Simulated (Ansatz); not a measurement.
**B3LYP/STO-3G run of AsH3 (SMILES [H][As]([H])[H])**

Aim: the energy change on altering one bond length of AsH3 at B3LYP/STO-3G, from 2 runs. 

The results are computed with Ansatz 0.2.0.

32 further runs of the same task are left out: 2 that didn't finish, 30 set aside as unsound or not needed.

## (1) Starting point

The species is AsH3 (4 atoms), meant as a singlet with charge 0. As SMILES, `[H][As]([H])[H]`. The shape comes from GFN2-xTB, which is rough for such elements, and wasn't checked as a minimum.

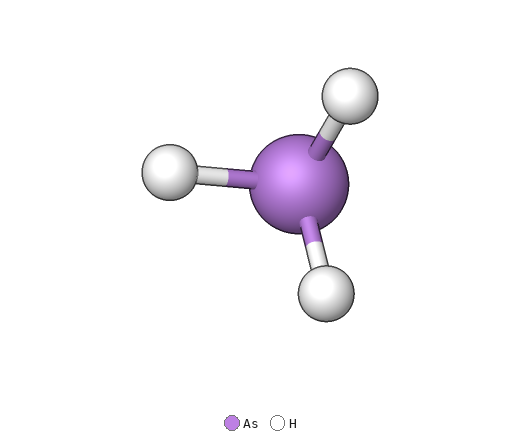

Viewed from a chosen angle; arsenic purple, hydrogen white.

## (2) A single-point energy at B3LYP/STO-3G

Contents of molecule.yaml:

```yaml
crystal:
  periodic: [false, false, false]
  atoms:
    - symbol: As
      position_ang: [-0.004370, 0.005540, 0.655970]
    - symbol: H
      position_ang: [1.216520, -0.029700, -0.207950]
    - symbol: H
      position_ang: [-0.582780, 1.061080, -0.232340]
    - symbol: H
      position_ang: [-0.629370, -1.036930, -0.215680]
basis:
  gaussian:
    orbitals: STO-3G
hamiltonian:
  xc: {name: B3LYP}
accuracy: high
```

Run with:

```console
$ ansatz run molecule.yaml --threads 1 --pin off --max-ram 2610MiB --events-out events.jsonl --progress --plain --runs-dir runs
```

What it wrote:

```text
Warning: RAYON_NUM_THREADS=1 ignored (pool sized by the plan → 1); use --threads N
Functional definition: B3LYP
  name "B3LYP"
  parameter a0 = 0.2
  parameter ax = 0.72
  parameter ac = 0.81
  exchange = (1 - a0 - ax)*slater_x + ax*b88_x + a0*exact_x
  correlation = (1 - ac)*vwn_rpa_c + ac*lyp_c
262 factors; integrals over basis functions are off by at most 5.9e-9 eV
mean field evaluation 1: about -60201.6209 eV, gradient 3.4e0 eV
mean field evaluation 2: about -60201.6480 eV, gradient 1.5e0 eV
mean field evaluation 4: about -60201.6570 eV, gradient 1.4e-3 eV
mean field evaluation 8: about -60201.6333 eV, gradient 1.7e-4 eV
mean field -60201.63331557 eV, -2212.3692182145 hartree, gradient 3.7e-8 eV, S^2 0.000000; 0 other end points of the search recorded, 0 dependent functions left out
reference -60201.63333842 eV, -2212.3692190542 hartree; 18, 18 occupied and 3, 3 virtual orbitals, 262 factors
Total energy: -60201.63333842 eV, -2212.3692190542 hartree
```

It took 0.82 s on 1 thread of Arm Neoverse V1, shared host.

## (3) The distorted shape

Contents of run.yaml:

```yaml
crystal:
  periodic: [false, false, false]
  atoms:
    - {symbol: As, position_ang: [-0.309621, 0.014351, 0.871970]}
    - {symbol: H, position_ang: [1.216520, -0.029700, -0.207950]}
    - {symbol: H, position_ang: [-0.888031, 1.069891, -0.016340]}
    - {symbol: H, position_ang: [-0.934621, -1.028119, 0.000320]}
basis:
  gaussian: {orbitals: STO-3G}
hamiltonian: {xc: {name: B3LYP}}
accuracy: high
```

Run with:

```console
$ ansatz run run.yaml --threads 1 --pin off --max-ram 2610MiB --events-out events.jsonl --progress --plain --runs-dir runs
```

What it wrote, shortened:

```text
Warning: RAYON_NUM_THREADS=1 ignored (pool sized by the plan → 1); use --threads N
[... 7 set-up lines as earlier in the session ...]
259 factors; integrals over basis functions are off by at most 6.6e-9 eV
mean field evaluation 1: about -60200.4295 eV, gradient 5.1e0 eV
mean field evaluation 2: about -60200.4211 eV, gradient 4.8e0 eV
mean field evaluation 4: about -60200.5445 eV, gradient 1.7e-2 eV
mean field evaluation 8: about -60200.5105 eV, gradient 7.6e-4 eV
mean field -60200.51051038 eV, -2212.3279558847 hartree, gradient 5.5e-9 eV, S^2 0.000000; 0 other end points of the search recorded, 0 dependent functions left out
reference -60200.51053388 eV, -2212.3279567486 hartree; 18, 18 occupied and 3, 3 virtual orbitals, 259 factors
Total energy: -60200.51053388 eV, -2212.3279567486 hartree
```

Run time: 0.84 s. Hardware: 1 thread of Arm Neoverse V1, shared host.

## (4) Results

Level: B3LYP/STO-3G.

| quantity | value |
| --- | --- |
| first shape: total energy | -2212.36922 Eh |
| distorted shape: total energy | -2212.32796 Eh |
| energy change with the As1–H2 bond stretched from 1.496 to 1.870 Å | 1.123 eV |

In words: With the As1–H2 bond stretched from 1.496 to 1.870 Å the energy rises by 1.12 eV (108 kJ/mol). The first shape isn't relaxed at this level, so the change isn't measured from a minimum. The minimal basis adds a large error of its own.
